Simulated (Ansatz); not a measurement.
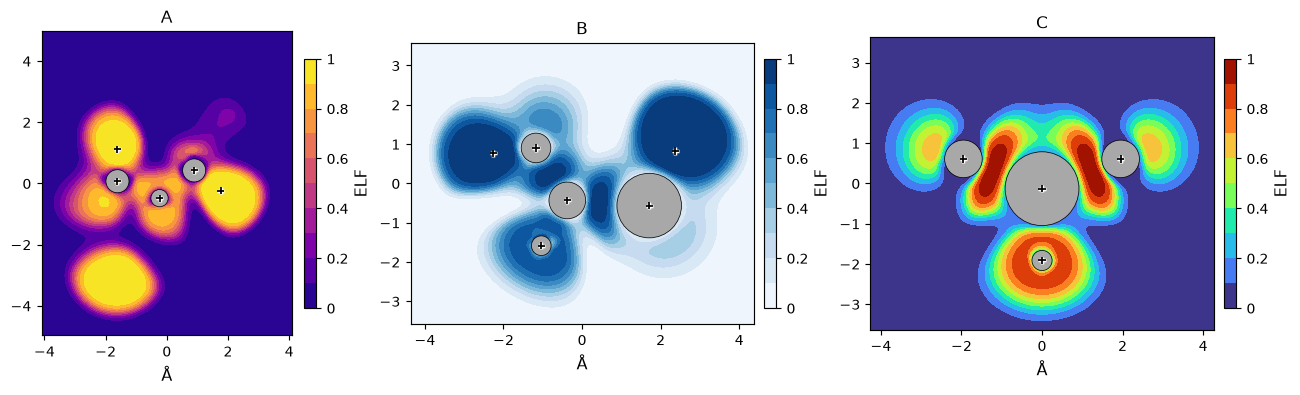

The ELF of 3 systems, each on a plane through atoms (crosses mark nuclei in the plane; grey discs cover the cores).

Theory: RKS PBE0-D4/def2-TZVPP in Ansatz 0.2.0.

System 1: CH6BFGe, the plane of atoms F3, B2 and Ge4. Geometry: PBE0-D4/def2-TZVP.

```yaml
atoms:
  - { symbol: C, position_ang: [-0.2308, 1.0924, -1.1661] }
  - { symbol: B, position_ang: [0.4650, -0.1539, -0.5485] }
  - { symbol: F, position_ang: [1.4098, -0.7817, -1.2404] }
  - { symbol: Ge, position_ang: [0.0167, -0.9443, 1.3329] }
  - { symbol: H, position_ang: [-0.1344, 1.9499, -0.4906] }
  - { symbol: H, position_ang: [0.1545, 1.3660, -2.1505] }
  - { symbol: H, position_ang: [-1.3095, 0.9115, -1.2429] }
  - { symbol: H, position_ang: [-0.4574, -2.4052, 1.2193] }
  - { symbol: H, position_ang: [-1.0900, -0.1466, 2.0469] }
  - { symbol: H, position_ang: [1.2592, -0.9393, 2.2430] }
```

System 2: C2H8AlNO, the plane of atoms O3, C2 and H8. Geometry: PBE0-D4/def2-TZVP.

```xyz
13

N    -1.1863   -1.0316    0.9833
C     0.0984   -1.2740    0.4628
O     0.6673   -0.2342   -0.3736
C     0.9438    1.1019    0.2159
Al    0.0492    1.1912   -1.5146
H    -1.2165   -0.2984    1.6764
H    -1.8813   -0.8597    0.2696
H     0.0820   -2.1480   -0.1898
H     0.8080   -1.4325    1.2779
H     0.3412    1.2485    1.1137
H     2.0072    1.1743    0.4341
H     0.8473    1.2461   -2.8823
H    -1.5399    1.2817   -1.4585
```

System 3: B2FGaH4 (SMILES [BH2][Ga]([BH2])[F]), the plane of atoms B1, Ga2 and B3. Geometry: PBE0-D4/def2-TZVP.

```xyz
8

B    -0.8216    1.7474    0.3403
Ga   -0.2598   -0.1462   -0.3324
B     1.2024   -1.5782    0.0740
F    -1.3449   -0.7026   -1.6319
H    -0.3777    2.7461   -0.1474
H    -1.5967    1.8909    1.2409
H     2.2566   -1.5801   -0.4925
H     1.0340   -2.4343    0.8934
```

Q: Which map belongs to which system?

A: Panel A is system 2, C2H8AlNO: the plane holds C, O and H. C–O (1.45 Å): the ELF peaks at about 0.85 between the atoms; a shared but strongly polarised pair. Panel B is system 1, CH6BFGe: the plane holds C, B, F, Ge and H. B–F (1.33 Å): the ELF peaks at about 0.85 between the atoms, as expected for a polar covalent bond. Panel C is system 3, B2FGaH4: the plane holds B, Ga and F. Ga–F (1.78 Å): the ELF peaks at about 0.80 in the valence shell of F, 0.5 Å from its nucleus, and is about 0.15 at the midpoint.
